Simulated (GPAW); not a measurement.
**MnGa7As8 (GaAs32 Mn2 d5p65): parallel and opposed starts**

Does MnGa7As8 (GaAs32 Mn2 d5p65) prefer parallel or opposed moments, or none?

Calculated with GPAW 26.7.0; PBE; plane waves with GPAW's PAW setups, scalar-relativistic.

## Step 1: The structure

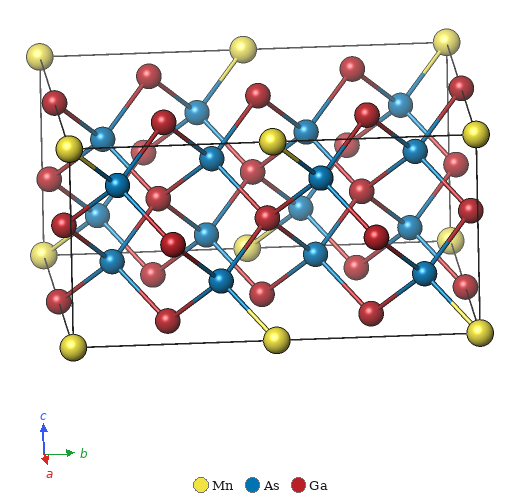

The cell as given, slightly off an axis (manganese yellow, arsenic blue, gallium red). Bonds to atoms that aren't drawn are left out. Some periodic images of atoms are drawn too.

The cell is a made-up one and need not be a known phase.

## Step 2: Run 1 (ferro ++)

Parallel moments need no larger cell; this start tests for a ferromagnetic state only.

Contents of order1.py:

```python
import json
import numpy as np
from ase import Atoms
from ase.parallel import paropen, parprint
from gpaw import GPAW

atoms = Atoms(['Mn', 'As', 'Ga', 'As', 'Ga', 'As', 'Ga', 'As', 'Mn', 'As', 'Ga', 'As', 'Ga', 'As', 'Ga', 'As', 'Ga', 'As', 'Ga', 'As', 'Ga', 'As', 'Ga', 'As', 'Ga', 'As', 'Ga', 'As', 'Ga', 'As', 'Ga', 'As'],
    cell=[[11.306, 0.0, 0.0],
         [0.0, 11.306, 0.0],
         [0.0, 0.0, 5.653]],
    scaled_positions=[[0.0, 0.0, 0.0],
         [0.125, 0.125, 0.25],
         [0.0, 0.25, 0.5],
         [0.125, 0.375, 0.75],
         [0.25, 0.0, 0.5],
         [0.375, 0.125, 0.75],
         [0.25, 0.25, 0.0],
         [0.375, 0.375, 0.25],
         [0.0, 0.5, 0.0],
         [0.125, 0.625, 0.25],
         [0.0, 0.75, 0.5],
         [0.125, 0.875, 0.75],
         [0.25, 0.5, 0.5],
         [0.375, 0.625, 0.75],
         [0.25, 0.75, 0.0],
         [0.375, 0.875, 0.25],
         [0.5, 0.0, 0.0],
         [0.625, 0.125, 0.25],
         [0.5, 0.25, 0.5],
         [0.625, 0.375, 0.75],
         [0.75, 0.0, 0.5],
         [0.875, 0.125, 0.75],
         [0.75, 0.25, 0.0],
         [0.875, 0.375, 0.25],
         [0.5, 0.5, 0.0],
         [0.625, 0.625, 0.25],
         [0.5, 0.75, 0.5],
         [0.625, 0.875, 0.75],
         [0.75, 0.5, 0.5],
         [0.875, 0.625, 0.75],
         [0.75, 0.75, 0.0],
         [0.875, 0.875, 0.25]],
    pbc=True,
    magmoms=[4.5, 0.0, 0.0, 0.0, 0.0, 0.0, 0.0, 0.0, 4.5, 0.0, 0.0, 0.0, 0.0, 0.0, 0.0, 0.0, 0.0, 0.0, 0.0, 0.0, 0.0, 0.0, 0.0, 0.0, 0.0, 0.0, 0.0, 0.0, 0.0, 0.0, 0.0, 0.0])
atoms.calc = GPAW(mode={'name': 'pw', 'ecut': 450},
    xc='PBE',
    kpts={'size': (3, 3, 5), 'gamma': True},
    occupations={'name': 'fermi-dirac', 'width': 0.05},
    convergence={'density': 1e-05, 'energy': 1e-05},
    maxiter=200,
    mixer={'name': 'pulay', 'beta': 0.05, 'nmaxold': 6, 'weight': 50},
    symmetry={'tolerance': 1e-4},
    txt='order1.txt')
e = atoms.get_potential_energy(force_consistent=True)
res = {'free_energy': e, 'energy_sigma0': atoms.get_potential_energy(), 'fermi_energy': atoms.calc.get_fermi_level()}
res['moments'] = atoms.get_magnetic_moments().tolist()
res['total'] = atoms.get_magnetic_moment()
parprint('site moments (muB):', np.round(res['moments'], 3))
parprint(f"total moment: {res['total']:.3f} muB")
parprint(f'free energy: {e:.6f} eV')
atoms.calc.write('order1.gpw')
with paropen('results.json', 'w') as f:
    json.dump(res, f)
```

The run is started by

```sh
$ OMP_NUM_THREADS=1 mpirun -n 4 gpaw python order1.py > order1.log
```

Numbers of over 12 decimals in the logs are rounded to 6 here.

What it wrote:

```text
site moments (muB): [ 3.584e+00 -3.500e-02  2.500e-02 -3.500e-02  1.700e-02 -3.000e-03
  1.600e-02 -3.000e-03  3.584e+00 -3.500e-02  2.500e-02 -3.500e-02
  1.700e-02 -3.000e-03  1.600e-02 -3.000e-03  8.000e-03 -3.000e-03
  1.000e-03 -3.000e-03  1.700e-02 -3.500e-02  1.600e-02 -3.500e-02
  8.000e-03 -3.000e-03  1.000e-03 -3.000e-03  1.700e-02 -3.500e-02
  1.600e-02 -3.500e-02]
total moment: 8.000 muB
free energy: -142.737163 eV

--- order1.txt ---
Input parameters:
  mode=PW(ecut=450),
  convergence={'density': 1e-05, 'energy': 1e-05},
  kpts=MonkhorstPack(size=(3, 3, 5), gamma=True),
  maxiter=200,
  mixer=Pulay(name='pulay', nmaxold=6, beta=0.05, weight=50, sigma=0.015, g_ss=None),
  occupations=Occupations(name='fermi-dirac', width=0.05),
  symmetry=Symmetry(tolerance=0.0001),
  xc=XC(name='PBE')

Diagonalizing LCAO Hamiltonian
Converting LCAO to pw mode
        .---------------------------.
       /|                           |
      / |                           |
     /  |  As            As         |
    /   |       As            As    |
   /  Ga|           Ga              |
  /    As         As As         As  |
 *      .--Ga-------------Ga--------.
 |     / As As         As As       /
 | Ga /      Ga  Ga        Ga     /
 |   Mn Ga    As   Ga Ga    As   /
 |  /As            As           /
 | /      Ga            Ga     /
 |/                           /
 Mn------------Ga------------*

Atoms  # Å, Bohr magnetons
|    | symbol |        x |        y |        z |    initial magnetic moments |
|----|--------|----------|----------|----------|-----------------------------|
|  0 |     Mn | 0.000000 | 0.000000 | 0.000000 | ( 0.0000,  0.0000,  4.5000) |
|  1 |     As | 1.413250 | 1.413250 | 1.413250 | ( 0.0000,  0.0000,  0.0000) |
|  2 |     Ga | 0.000000 | 2.826500 | 2.826500 | ( 0.0000,  0.0000,  0.0000) |
|  3 |     As | 1.413250 | 4.239750 | 4.239750 | ( 0.0000,  0.0000,  0.0000) |
|  4 |     Ga | 2.826500 | 0.000000 | 2.826500 | ( 0.0000,  0.0000,  0.0000) |
|  5 |     As | 4.239750 | 1.413250 | 4.239750 | ( 0.0000,  0.0000,  0.0000) |
|  6 |     Ga | 2.826500 | 2.826500 | 0.000000 | ( 0.0000,  0.0000,  0.0000) |
|  7 |     As | 4.239750 | 4.239750 | 1.413250 | ( 0.0000,  0.0000,  0.0000) |
|  8 |     Mn | 0.000000 | 5.653000 | 0.000000 | ( 0.0000,  0.0000,  4.5000) |
|  9 |     As | 1.413250 | 7.066250 | 1.413250 | ( 0.0000,  0.0000,  0.0000) |
| 10 |     Ga | 0.000000 | 8.479500 | 2.826500 | ( 0.0000,  0.0000,  0.0000) |
| 11 |     As | 1.413250 | 9.892750 | 4.239750 | ( 0.0000,  0.0000,  0.0000) |
| 12 |     Ga | 2.826500 | 5.653000 | 2.826500 | ( 0.0000,  0.0000,  0.0000) |
| 13 |     As | 4.239750 | 7.066250 | 4.239750 | ( 0.0000,  0.0000,  0.0000) |
| 14 |     Ga | 2.826500 | 8.479500 | 0.000000 | ( 0.0000,  0.0000,  0.0000) |
| 15 |     As | 4.239750 | 9.892750 | 1.413250 | ( 0.0000,  0.0000,  0.0000) |
| 16 |     Ga | 5.653000 | 0.000000 | 0.000000 | ( 0.0000,  0.0000,  0.0000) |
| 17 |     As | 7.066250 | 1.413250 | 1.413250 | ( 0.0000,  0.0000,  0.0000) |
| 18 |     Ga | 5.653000 | 2.826500 | 2.826500 | ( 0.0000,  0.0000,  0.0000) |
| 19 |     As | 7.066250 | 4.239750 | 4.239750 | ( 0.0000,  0.0000,  0.0000) |
| 20 |     Ga | 8.479500 | 0.000000 | 2.826500 | ( 0.0000,  0.0000,  0.0000) |
| 21 |     As | 9.892750 | 1.413250 | 4.239750 | ( 0.0000,  0.0000,  0.0000) |
| 22 |     Ga | 8.479500 | 2.826500 | 0.000000 | ( 0.0000,  0.0000,  0.0000) |
| 23 |     As | 9.892750 | 4.239750 | 1.413250 | ( 0.0000,  0.0000,  0.0000) |
| 24 |     Ga | 5.653000 | 5.653000 | 0.000000 | ( 0.0000,  0.0000,  0.0000) |
| 25 |     As | 7.066250 | 7.066250 | 1.413250 | ( 0.0000,  0.0000,  0.0000) |
| 26 |     Ga | 5.653000 | 8.479500 | 2.826500 | ( 0.0000,  0.0000,  0.0000) |
| 27 |     As | 7.066250 | 9.892750 | 4.239750 | ( 0.0000,  0.0000,  0.0000) |
| 28 |     Ga | 8.479500 | 5.653000 | 2.826500 | ( 0.0000,  0.0000,  0.0000) |
| 29 |     As | 9.892750 | 7.066250 | 4.239750 | ( 0.0000,  0.0000,  0.0000) |
| 30 |     Ga | 8.479500 | 8.479500 | 0.000000 | ( 0.0000,  0.0000,  0.0000) |
| 31 |     As | 9.892750 | 9.892750 | 1.413250 | ( 0.0000,  0.0000,  0.0000) |

Unit cell  # Å
| periodic |         x |         y |        z |   lengths |    angles |
|----------|-----------|-----------|----------|-----------|-----------|
|      yes | 11.306000 |  0.000000 | 0.000000 | 11.306000 | 90.000000 |
|      yes |  0.000000 | 11.306000 | 0.000000 | 11.306000 | 90.000000 |
|      yes |  0.000000 |  0.000000 | 5.653000 |  5.653000 | 90.000000 |

Number of symmetries: 4

BZ-sampling:
  Number of BZ points: 45
  Number of IBZ points: 12

  Monkhorst-Pack size: [3, 3, 5]
  Monkhorst-Pack shift: [0, 0, 0]

K-points  # in reciprocal-cell coordinates
|     |                                coordinates |     weight |
|-----|--------------------------------------------|------------|
|   0 | (  0.00000000,   0.00000000,   0.00000000) | 0.02222222 |
|   1 | (  0.00000000,   0.00000000,   0.20000000) | 0.04444444 |
|   2 | (  0.00000000,   0.00000000,   0.40000000) | 0.04444444 |
|   3 | (  0.00000000,   0.33333333,   0.00000000) | 0.04444444 |
|   4 | (  0.00000000,   0.33333333,   0.20000000) | 0.08888889 |
|   5 | (  0.00000000,   0.33333333,   0.40000000) | 0.08888889 |
|   6 | (  0.33333333,   0.00000000,   0.00000000) | 0.04444444 |
|   7 | (  0.33333333,   0.00000000,   0.20000000) | 0.08888889 |
|   8 | (  0.33333333,   0.00000000,   0.40000000) | 0.08888889 |
|   9 | (  0.33333333,   0.33333333,   0.00000000) | 0.08888889 |
| ... |                                            |            |
|  11 | (  0.33333333,   0.33333333,   0.40000000) | 0.17777778 |

Plane wave coefficients: 15715
Cutoff: 450.000000 eV

Spin-components: 2 (collinear spins)
Bands:           101
Projectors:      162
Spin-degeneracy: 1
Datatype:        complex128

Parallelization:
  kpt:    4
  domain: 1
  band:   1

Density:
  Valence electrons: 152.0
  Components: 2
  Grid points: [56 56 28]
  Charge: 0.0  # |e|

Potential:
  Grid points: [56 56 28]

species:
  Mn:
    name:    Manganese
    Z:       25.0
    valence: 15
    core:    10
    charge:  0.0  # [|e|]
    compensation charges:
      type: gauss
      rc: 0.38  # [Å]
      lmax: 2
    cutoffs:
      filter: 2.14  # [Å]
      core: 0.86  # [Å]
    projectors
    | kind |    occ | energy [eV] | rcut [Å] |
    |------|--------|-------------|----------|
    |   3s |  2.000 |     -85.859 |    1.275 |
    |   4s |  2.000 |      -5.106 |    1.275 |
    |   3p |  6.000 |     -54.597 |    1.281 |
    |   4p |  0.000 |      -1.371 |    1.281 |
    |   3d |  5.000 |      -6.771 |    1.138 |
    |    d |        |      20.441 |    1.138 |

    Using partial waves for Mn as LCAO basis

  As:
    name:    Arsenic
    Z:       33.0
    valence: 5
    core:    28
    charge:  0.0  # [|e|]
    compensation charges:
      type: gauss
      rc: 0.33  # [Å]
      lmax: 2
    cutoffs:
      filter: 1.87  # [Å]
      core: 2.96  # [Å]
    projectors
    | kind |    occ | energy [eV] | rcut [Å] |
    |------|--------|-------------|----------|
    |   4s |  2.000 |     -14.487 |    1.058 |
    |   4p |  3.000 |      -5.196 |    1.058 |
    |    s |        |      12.725 |    1.058 |
    |    p |        |      22.016 |    1.058 |
    |    d |        |       0.000 |    1.058 |

    Using partial waves for As as LCAO basis

  Ga:
    name:    Gallium
    Z:       31.0
    valence: 3
    core:    28
    charge:  0.0  # [|e|]
    compensation charges:
      type: gauss
      rc: 0.37  # [Å]
      lmax: 2
    cutoffs:
      filter: 2.06  # [Å]
      core: 4.17  # [Å]
    projectors
    | kind |    occ | energy [eV] | rcut [Å] |
    |------|--------|-------------|----------|
    |   4s |  2.000 |      -8.945 |    1.164 |
    |   4p |  1.000 |      -2.580 |    1.164 |
    |    s |        |      18.266 |    1.164 |
    |    p |        |      24.631 |    1.164 |
    |    d |        |       0.000 |    1.164 |

    Using partial waves for Ga as LCAO basis

Reference energy: -1787461.155153  # eV

eigensolver:
  PPCG
  Converge bands: occupied
  niter=2

density mixing:
  Pulay-Mixer
  Linear mixing parameters: 0.05
  Old densities: 6
  Fourier metric: weight=50, sigma=0.015

occupation numbers:
  Fermi-Dirac:
    width: 0.0500  # eV

poisson solver:
  ecut: 3600.000000  # eV

xc functional:
  name: PBE with 2 nearest neighbor stencil

convergence criteria:
- Maximum integral of absolute [dens]ity change: 1e-05 electrons / valence electron
- Maximum [total energy] change in last 3 cyles: 1e-05 eV / valence electron
- Maximum integral of absolute [eigenst]ate change: 4e-08 eV^2 / valence electron
maximum number of iterations: 200

SCF iterations
|iter     |      energy | eigst |  dens |  magmom |
|---------|-------------|-------|-------|---------|
|iter:   1|       0s | -144.052967 | -0.01 |       |  +9.0181|
|iter:   2|      27s | -143.585861 | -1.50 | -0.92 |  +8.9671|
|iter:   3|      54s | -143.064405 | -1.91 | -0.96 |  +8.8564|
|iter:   4|      81s | -142.845780 | -1.12 | -1.03 |  +8.2863|
|iter:   5|     108s | -142.765639 | -2.49 | -1.45 |  +8.2825|
|iter:   6|     135s | -142.790795 | -2.56 | -1.48 |  +8.1055|
|iter:   7|     162s | -142.709514 | -2.83 | -1.73 |  +8.1426|
|iter:   8|     190s | -142.721320 | -2.60 | -1.77 |  +7.9874|
|iter:   9|     216s | -142.718574 | -4.04 | -2.31 |  +8.0012|
|iter:  10|     242s | -142.717279 | -4.09 | -2.36 |  +8.0113|
[... 16 iterations left out ...]
|iter:  27|     652s | -142.718229c| -7.95c| -4.46 |  +8.0000|
|iter:  28|     665s | -142.718230c| -8.20c| -4.66 |  +8.0000|
|iter:  29|     679s | -142.718229c| -8.12c| -4.68 |  +8.0001|
|iter:  30|     691s | -142.718229c| -8.31c| -4.78 |  +8.0001|
|iter:  31|     704s | -142.718229c| -8.42c| -4.80 |  +8.0000|
|iter:  32|     717s | -142.718229c| -8.77c| -4.82 |  +8.0000|
|iter:  33|     730s | -142.718229c| -8.81c| -4.82 |  +8.0000|
|iter:  34|     743s | -142.718229c| -9.09c| -4.86 |  +8.0000|
|iter:  35|     756s | -142.718229c| -9.10c| -4.97 |  +8.0000|
|iter:  36|     769s | -142.718229c| -9.20c| -5.10c|  +8.0000|

Converged in 36 steps
Energy contributions relative to reference atoms: (reference = -1787461.155153)

Energy contributions:
  Kinetic:         415.648763
  Coulomb:        -368.940933
  Zero:              0.563676
  External:          0.000000
  Xc:             -189.970801
  Entropy:          -0.037869
  Spinorbit:         0.000000
  ----------------------------
  Free energy:    -142.737163
  Extrapolated:   -142.718229

dipole moment: (-108.426300, -111.955356, -111.954240)  # |e|*Ang

Total magnetic moment: (0.000000, 0.000000, 8.000033)

Local magnetic moments
|        x |        y |         z |
|----------|----------|-----------|
| 0.000000 | 0.000000 |  3.583937 |  # Mn   0
| 0.000000 | 0.000000 | -0.035448 |  # As   1
| 0.000000 | 0.000000 |  0.025451 |  # Ga   2
| 0.000000 | 0.000000 | -0.035448 |  # As   3
| 0.000000 | 0.000000 |  0.016534 |  # Ga   4
| 0.000000 | 0.000000 | -0.002545 |  # As   5
| 0.000000 | 0.000000 |  0.016332 |  # Ga   6
| 0.000000 | 0.000000 | -0.002545 |  # As   7
| 0.000000 | 0.000000 |  3.583937 |  # Mn   8
| 0.000000 | 0.000000 | -0.035448 |  # As   9
| 0.000000 | 0.000000 |  0.025451 |  # Ga  10
| 0.000000 | 0.000000 | -0.035448 |  # As  11
| 0.000000 | 0.000000 |  0.016534 |  # Ga  12
| 0.000000 | 0.000000 | -0.002545 |  # As  13
| 0.000000 | 0.000000 |  0.016332 |  # Ga  14
| 0.000000 | 0.000000 | -0.002545 |  # As  15
[...]
| 0.000000 | 0.000000 |  0.016332 |  # Ga  22
| 0.000000 | 0.000000 | -0.035448 |  # As  23
| 0.000000 | 0.000000 |  0.008209 |  # Ga  24
| 0.000000 | 0.000000 | -0.002545 |  # As  25
| 0.000000 | 0.000000 |  0.001303 |  # Ga  26
| 0.000000 | 0.000000 | -0.002545 |  # As  27
| 0.000000 | 0.000000 |  0.016534 |  # Ga  28
| 0.000000 | 0.000000 | -0.035448 |  # As  29
| 0.000000 | 0.000000 |  0.016332 |  # Ga  30
| 0.000000 | 0.000000 | -0.035448 |  # As  31

Fermi level: 4.883
Eigenvalues  # (at kpt = [0.000, 0.000, 0.000])
| band index |      eig [eV] | occ [0-1] |      eig [eV] | occ [0-1] |
|------------|---------------|-----------|---------------|-----------|
|          0 |       -76.215 |     1.000 |       -72.252 |     1.000 |
|        ... |               |           |               |           |
|         68 |         3.299 |     1.000 |         3.718 |     1.000 |
|         69 |         3.299 |     1.000 |         4.351 |     1.000 |
|         70 |         3.311 |     1.000 |         4.407 |     1.000 |
|         71 |         3.404 |     1.000 |         4.408 |     1.000 |
|         72 |         3.658 |     1.000 |         5.352 |     0.000 |
|         73 |         3.797 |     1.000 |         5.550 |     0.000 |
|         74 |         3.797 |     1.000 |         5.741 |     0.000 |
|         75 |         3.957 |     1.000 |         5.843 |     0.000 |
|         76 |         4.095 |     1.000 |         6.036 |     0.000 |
|         77 |         4.512 |     0.999 |         6.201 |     0.000 |
|         78 |         4.729 |     0.956 |         6.220 |     0.000 |
|         79 |         5.400 |     0.000 |         6.265 |     0.000 |
|         80 |         5.483 |     0.000 |         6.272 |     0.000 |
|         81 |         5.483 |     0.000 |         6.272 |     0.000 |
|         82 |         5.681 |     0.000 |         6.503 |     0.000 |
|        ... |               |           |               |           |
|        100 |         8.773 |     0.000 |         9.232 |     0.000 |

No gap
No difference between direct/indirect transitions
```

Wall time 14 min (4 MPI ranks of Arm Neoverse V1, shared host); peak memory 2.5 GiB; 54 min of CPU time.

Spin moment in the augmentation sphere by element, in μB:

| element | atoms | mean | spread (r.m.s.) | least | largest |
| --- | --- | --- | --- | --- | --- |
| Mn | 2 | 3.58 | 0.00 | 3.58 | 3.58 |
| As | 16 | -0.02 | 0.02 | -0.04 | 0.00 |
| Ga | 14 | 0.01 | 0.01 | 0.00 | 0.03 |

The atoms farthest from the mean of their element:

```
atom       x, y, z (Å)  spin moment in the augmentation sphere (μB)
 As2  1.41, 1.41, 1.41                                        -0.04
 As4  1.41, 4.24, 4.24                                        -0.04
 As8  4.24, 4.24, 1.41                                         0.00
 As6  4.24, 1.41, 4.24                                         0.00
As14  4.24, 7.07, 4.24                                         0.00
As16  4.24, 9.89, 1.41                                         0.00
As12  1.41, 9.89, 4.24                                        -0.04
As10  1.41, 7.07, 1.41                                        -0.04
```

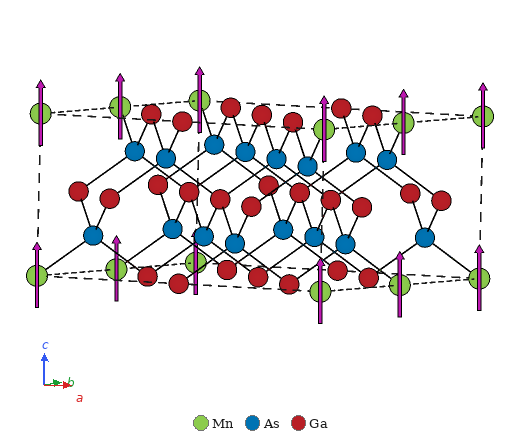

Spin moment in the augmentation sphere as arrows, the longest 3.58 μB. Up and down stand for the sign. Arrows give size and sign along the axis of quantisation, drawn up and down the page. Bonds to atoms that aren't drawn are left out. Some periodic images of atoms are drawn too.

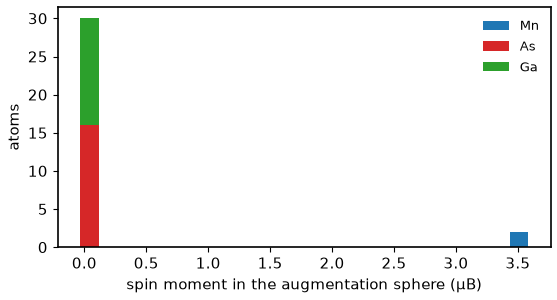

Spin moment in the augmentation sphere as a stacked histogram.

Read from the output:

```
magnetization : 8.000 μB
final state   : ferromagnetic
```

After 36 cycles the largest moment stands at 3.58 μB.

[end of part 1 of 2]

[Logs and program files are shortened in this print: banners, set-up blocks, solver, clock and traceback lines can be left out without a mark of their own.]

[Logs are printed without paths, hosts, clocks, repeated set-up lines and the standing remarks that a program may print on its own settings, such as how far it seeks lower states.]

[Hosts, paths, dates, database ids (printed as entryN), source tags and the programs' standing remarks are cut or masked in the printed files.]

[Where a cell is said to come from a database of computed structures, the database is the Materials Project.]
